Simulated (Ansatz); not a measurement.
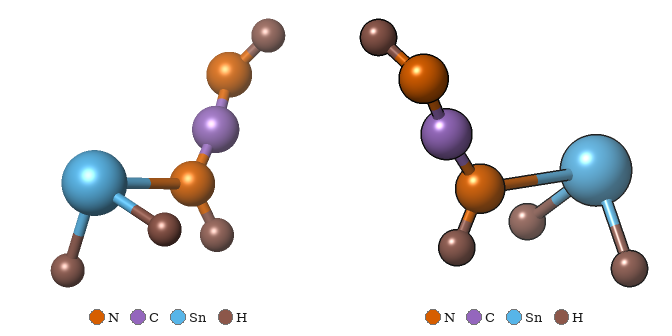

Two views of one molecule.

**Give the formula.**

CH4N2Sn, 8 atoms: 1 carbon, 4 hydrogen, 2 nitrogen and 1 tin.

**Give the symmetry (Schoenflies symbol).**

C1.

**How many bonds of each kind are drawn?**

2 C–N, 2 N–H, 2 Sn–H, 1 N–Sn. Sticks follow a distance rule.

**How many atoms are distinct by symmetry?**

8: 1 N, 1 C, 1 N, 1 Sn, 1 H, 1 H, 1 H, 1 H.

More results for the same structure follow; atom numbers are the same in all pictures, views and colours differ. The geometry was computed by an optimisation with PBE0-D4/def2-TZVP.

### Charges

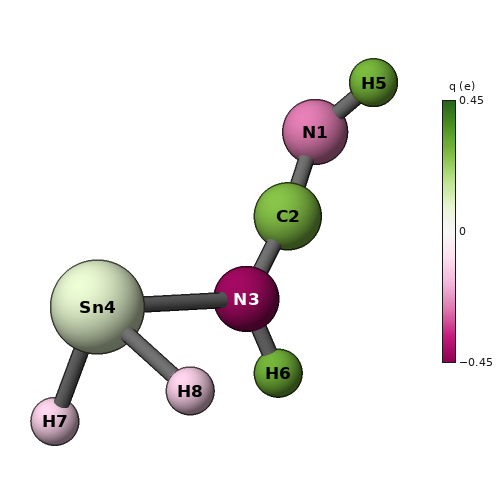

Atoms are coloured by their Mulliken charges. Properties computed with RKS PBE0-D4/def2-TZVP, core potentials on Sn (Ansatz 0.2.0).

List the Mulliken charges.

| atom | value (e) |
| --- | --- |
| N1 | −0.26 |
| C2 | 0.26 |
| N3 | −0.42 |
| Sn4 | 0.09 |
| H5 | 0.28 |
| H6 | 0.29 |
| H7 | −0.13 |
| H8 | −0.13 |

### Electronic properties

Method: RKS PBE-D4/def2-TZVPP, core potentials on Sn (Ansatz 0.2.0).

**What is the dispersion correction?**

−15.2 kJ/mol.

**Give the dipole moment at this level.**

4.50 D.

**Give the HOMO–LUMO gap at this level.**

2.68 eV.

**Give the HOMO energy (Kohn–Sham orbital) at this level.**

−4.84 eV.

### Vibrations

Harmonic vibrations computed with RKS PBE0-D4/def2-TZVP, core potentials on Sn (Ansatz 0.2.0) at a stationary point of the same level.

**List the wavenumbers.**

18 modes: 51, 79, 218, 225, 488, 491, 540, 594, 742, 779, 842, 1033, 1314, 1692, 1700, 2271, 3600, 3633 cm⁻¹.

Mulliken values depend strongly on the basis set and can even reverse the polarity of a bond.
